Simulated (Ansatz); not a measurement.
**C3H12B2OSi (SMILES BOB[Si](C)(C)C): density, localisation and related maps**

Input

```
crystal:
  periodic: [false, false, false]
  atoms:
    - {symbol: C, position_ang: [-0.393202, -0.959341, -2.094760]}
    - {symbol: C, position_ang: [0.144060, 0.452602, 0.607979]}
    - {symbol: C, position_ang: [2.486694, -0.754030, -1.018681]}
    - {symbol: B, position_ang: [-0.535677, -2.671867, 2.940022]}
    - {symbol: B, position_ang: [0.429687, -2.745325, 0.447035]}
    - {symbol: O, position_ang: [-0.050289, -2.761247, 1.700377]}
    - {symbol: Si, position_ang: [0.669185, -0.971366, -0.524075]}
    - {symbol: H, position_ang: [0.240363, -2.560814, 3.859334]}
    - {symbol: H, position_ang: [-1.733131, -2.707572, 3.096868]}
    - {symbol: H, position_ang: [0.696535, -3.826491, -0.038006]}
    - {symbol: H, position_ang: [-1.465278, -1.058826, -1.859156]}
    - {symbol: H, position_ang: [-0.255939, -0.014521, -2.647083]}
    - {symbol: H, position_ang: [-0.116862, -1.787169, -2.767864]}
    - {symbol: H, position_ang: [-0.912390, 0.352771, 0.907782]}
    - {symbol: H, position_ang: [0.259666, 1.427728, 0.106542]}
    - {symbol: H, position_ang: [0.752192, 0.473979, 1.527552]}
    - {symbol: H, position_ang: [2.627375, 0.190848, -1.570069]}
    - {symbol: H, position_ang: [2.822473, -1.577863, -1.669283]}
    - {symbol: H, position_ang: [3.146408, -0.730137, -0.136095]}
basis:
  gaussian: {orbitals: def2-SVPD}
output: {forces: true, orbitals: {seedname: orbitals}}
hamiltonian: {xc: {name: PBE0}}
```

Run with:

```sh
ansatz run input.yaml --threads 4 --pin off --max-ram 7830MiB --events-out events.jsonl --progress --plain --runs-dir runs
```

Geometry: B3LYP-D3(BJ)/def2-SVP.

These are results of isolated molecule in a Gaussian basis; Kohn-Sham density functional theory, functional PBE0 (Ansatz 0.2.0), not measurements.

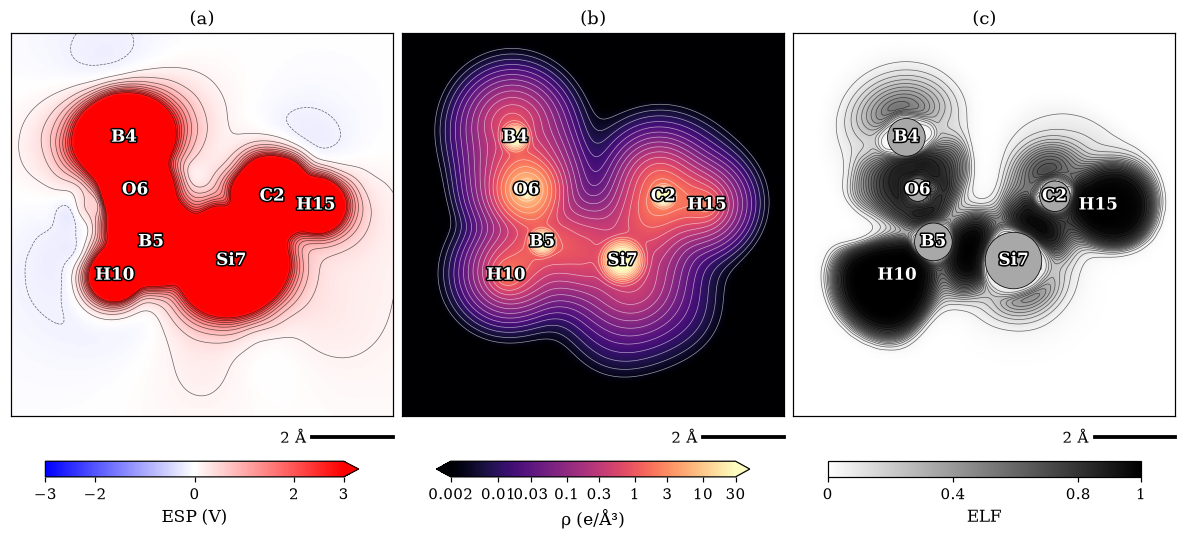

Figure 1. (a) molecular electrostatic potential; (b) total electron density; (c) electron localisation function on the plane of atoms Si7, C2 and H15. Grey discs cover the atomic cores in the ELF map.

What does the map show?

Answer.
- Atoms in the plane: C, B, O, Si and H.
- B–O (1.33 Å): the density is about 2.1 e/Å³ at the midpoint; the ELF peaks at about 0.90 between the atoms; a short, strongly polar bond.
- C–Si (1.89 Å): ρ at the midpoint is about 0.93 e/Å³; the ELF peaks at about 0.95 between the atoms, as expected for a covalent bond.
- Si–B (2.04 Å): ρ is about 0.8 e/Å³ halfway; the ELF peaks at about 1 between the atoms; localised, covalent bonding.
- C–H (1.10 Å): ρ is about 1.9 e/Å³ halfway; the ELF climbs to about 1 towards the hydrogen, as it does in any bond to H; an ordinary covalent bond to hydrogen.
- B–H (1.21 Å): the density is about 1.2 e/Å³ at the midpoint; the ELF climbs to about 1 towards the hydrogen: an ordinary covalent bond to hydrogen.
- The potential has no marked negative region in this plane.

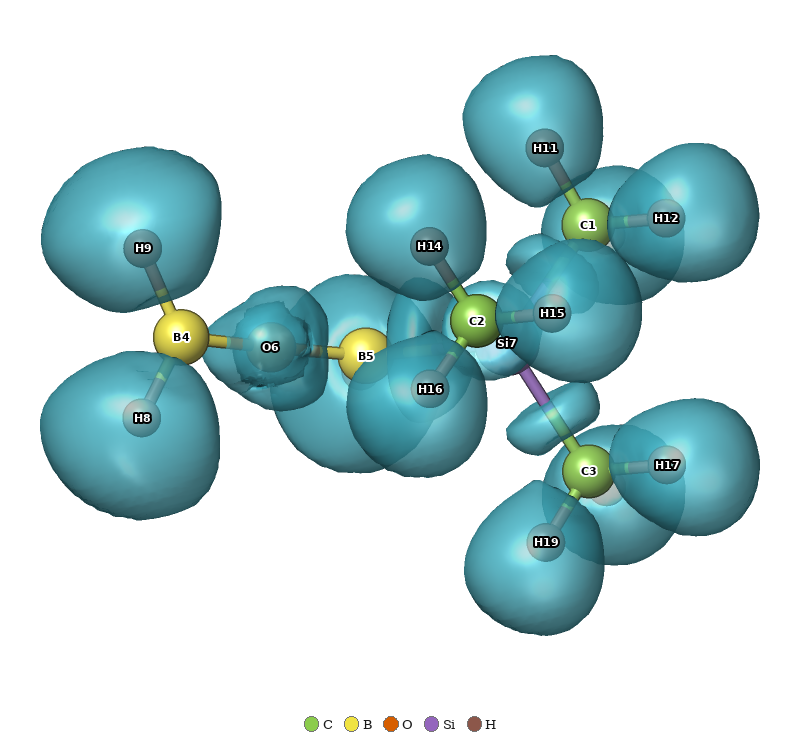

Figure 2. Isosurface of the electron localisation function at 0.8 (cyan), seen at a tilt. Core shells and regions of very low density are left out.

Identify the bonds, lone pairs and shells in this picture.

Answer. The surface consists of one region between bonded B–Si atoms (shared pairs), three regions between bonded C–Si atoms (shared pairs), twelve regions around hydrogen nuclei and one region on O in which the atom's valence shell and bonds are merged.

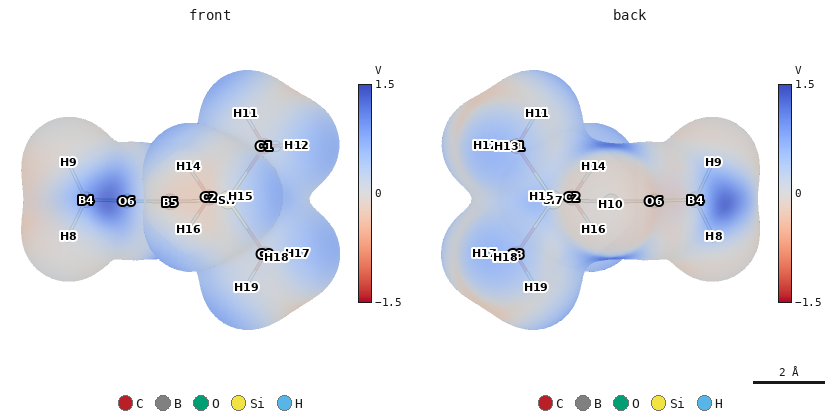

Figure 3. The molecular electrostatic potential painted on the density surface at 0.002 e/bohr³, seen from the front and from behind; red is negative and blue positive.

Describe the electrostatic potential map.

Answer. The most negative region (about −0.2 V) lies over the C and H atoms, the most positive (about +1.2 V, or +28 kcal/mol for a unit charge) over B4 and B5.

What dipole moment does the calculation give?

Answer. Its dipole moment is 0.65 D.
